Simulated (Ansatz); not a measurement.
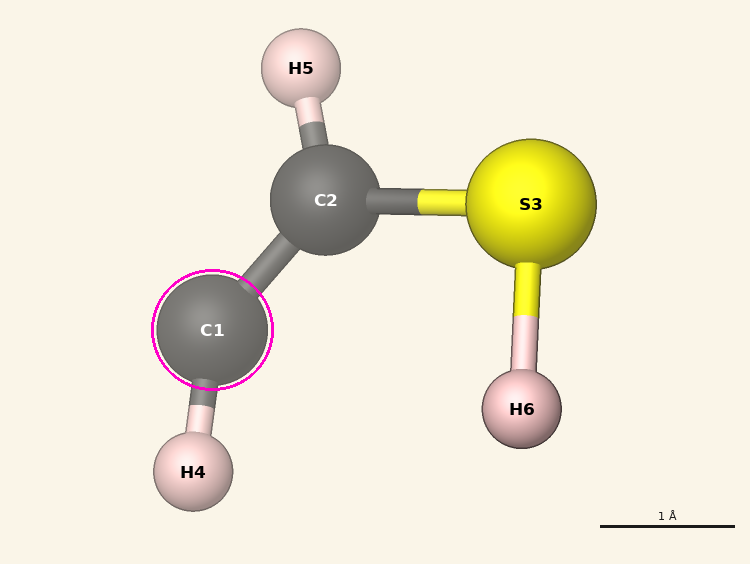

Figure made from data computed with Ansatz.

Orthographic view. Distant atoms are faded towards the background colour. The species is neutral and a spin doublet. Geometry: moved along internal coordinates away from the minimum.

Question: Which atoms are bonded to the circled atom?

Answer: The circled atom is C1; it is bonded to C2, H4.

Question: What is the shortest path along bonds from the circled atom to H6?

Answer: C1–C2–S3–H6, 3 bonds; through space the two are 2.82 Å apart.

Question: Which atom is nearest the viewer?

Answer: H6, 1.0 Å in front of the mean position.
